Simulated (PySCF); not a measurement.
## Excited-state calculation of HfTiH₃Cl₃O₄

- system: HfTiH₃Cl₃O₄
- method: TDDFT CAM-B3LYP/def2-SVPD, vertical, gas phase, core orbitals frozen in the response (PySCF 2.14.0)

The geometry comes from this level: PBE0-D3(BJ)/def2-SVP.

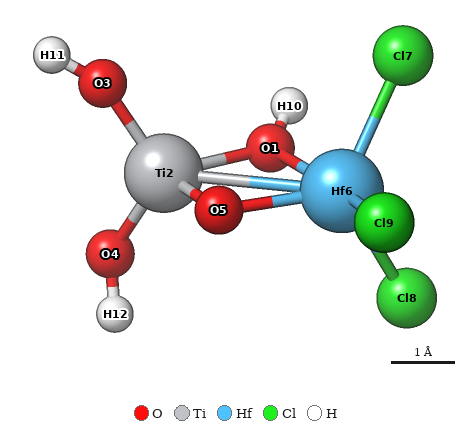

*The structure (ball-and-stick view, seen at a tilt; atoms are numbered from 1 in the order of the input). Sticks mark near contacts.*

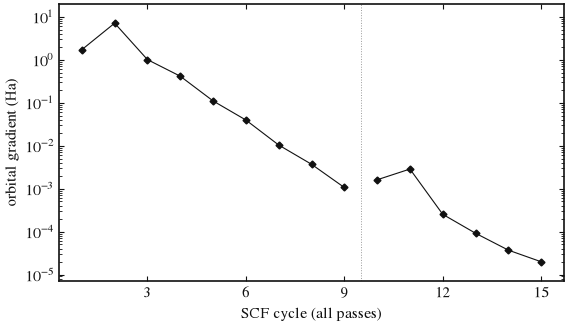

*Convergence of the self-consistent field: orbital gradient against the SCF cycle. The dotted line marks the change from a coarse to the final integration grid.*

The first 9 cycles use a coarse grid, the final grid takes over at cycle 10, and the field converges after 15 cycles in all.

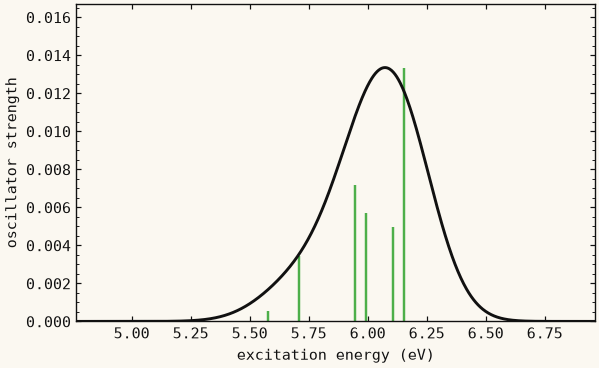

*Computed excitations as sticks (degenerate states added up, dark ones marked on the axis), with a Gaussian envelope of 0.35 eV full width at half maximum, scaled to the tallest.*

Of the 6 states the lowest lies at 5.58 eV (f = 0.001); the strongest line is at 6.15 eV, or 202 nm (f = 0.013).

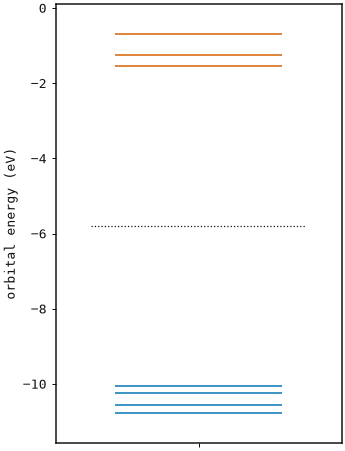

*Orbital energies near the frontier; the dotted line parts filled from empty levels, and levels within 0.02 eV of each other stand side by side.*

Highest filled −10.06 eV, lowest empty −1.55 eV, 8.51 eV apart.

The input and output of the run follow.

### Input
```
{"job": {"kind": "uv", "xc": "CAM-B3LYP", "basis": "def2-SVPD", "nstates": 6, "ntriplets": 2, "ip": true}, "charge": 0, "multiplicity": 1}
O      0.100355    -0.087772    -1.227409
Ti    -0.946258     0.766315     0.105021
O     -0.726581     2.508373     0.137270
O     -2.637120     0.252168     0.109517
O      0.026906    -0.123817     1.257478
Hf     1.418286    -1.174318     0.262113
Cl     3.163247    -0.168593    -0.998741
Cl     0.635067    -3.254245    -0.516635
Cl     2.680905    -1.790439     2.152269
H      0.373148     0.178049    -2.112992
H     -0.941124     3.396217     0.432882
H     -3.108360    -0.529344     0.416369
```

The first line tells a small driver script what to run in PySCF; the rest is the geometry in Å.

Launch command:
```bash
OMP_NUM_THREADS=1 python <driver script> task.json out
```

### Output
```
coarse grid: 63376 points
cycle   1  E = -2579.9433809898  dE = -1.212e+01  |g| = 1.701e+00  |ddm| = 8.872e+00
cycle   2  E = -2572.4260958071  dE =  7.517e+00  |g| = 7.044e+00  |ddm| = 6.099e+00
cycle   3  E = -2580.3686432044  dE = -7.943e+00  |g| = 9.996e-01  |ddm| = 4.437e+00
cycle   4  E = -2580.5236799167  dE = -1.550e-01  |g| = 4.111e-01  |ddm| = 1.122e+00
cycle   5  E = -2580.5544720415  dE = -3.079e-02  |g| = 1.093e-01  |ddm| = 3.176e-01
cycle   6  E = -2580.5568303313  dE = -2.358e-03  |g| = 3.931e-02  |ddm| = 1.505e-01
cycle   7  E = -2580.5571372214  dE = -3.069e-04  |g| = 1.030e-02  |ddm| = 4.026e-02
cycle   8  E = -2580.5571571913  dE = -1.997e-05  |g| = 3.677e-03  |ddm| = 1.195e-02
cycle   9  E = -2580.5571600979  dE = -2.907e-06  |g| = 1.059e-03  |ddm| = 4.070e-03
final grid: 124816 points
cycle  10  E = -2580.5571453453  dE =  2.611e-08  |g| = 1.600e-03  |ddm| = 4.186e-03
cycle  11  E = -2580.5571443225  dE =  1.023e-06  |g| = 2.844e-03  |ddm| = 3.419e-03
cycle  12  E = -2580.5571458673  dE = -1.545e-06  |g| = 2.516e-04  |ddm| = 2.237e-03
cycle  13  E = -2580.5571458799  dE = -1.260e-08  |g| = 9.121e-05  |ddm| = 3.002e-04
cycle  14  E = -2580.5571458820  dE = -2.104e-09  |g| = 3.691e-05  |ddm| = 1.214e-04
cycle  15  E = -2580.5571458826  dE = -6.503e-10  |g| = 1.980e-05  |ddm| = 9.374e-05
converged SCF energy = -2580.5571458826

Static polarisability (au): isotropic 128.168, principal 110.654 128.450 145.399

Singlet excitations
state   eV       nm        f      main configurations
  1   5.5777    222.3   0.00055   H-6->L 0.38, H-8->L 0.19, H-4->L 0.08
  2   5.7108    217.1   0.00346   H-3->L 0.21, H-8->L 0.19, H-9->L 0.17
  3   5.9464    208.5   0.00717   H-8->L+1 0.49, H-6->L+1 0.15
  4   5.9947    206.8   0.00569   H->L 0.44, H->L+2 0.16
  5   6.1086    203.0   0.00498   H-1->L 0.18, H-8->L 0.14, H->L+2 0.10
  6   6.1523    201.5   0.01335   H-9->L+1 0.17, H-3->L+1 0.15, H-6->L+1 0.12

Triplet excitations (Tamm-Dancoff, eV): 5.3933 5.4641
Vertical ionisation energy (delta-SCF) = 10.8532 eV
Vertical electron affinity (delta-SCF) = 1.2254 eV
```

### Summary

```tsv
quantity	value
outcome	converged
total energy	−2580.557146 hartree
HOMO	−10.06 eV
LUMO	−1.55 eV
dipole moment	6.45 D
mean polarisability	128.17 a.u.
vertical ionisation energy	10.85 eV
vertical electron affinity	1.23 eV
lowest singlet excitation	5.58 eV
hardware	1 CPU thread, shared host
wall time	23 min
peak memory	1.9 GiB
```

Spin–orbit coupling is left out, which matters for the heavy atoms.
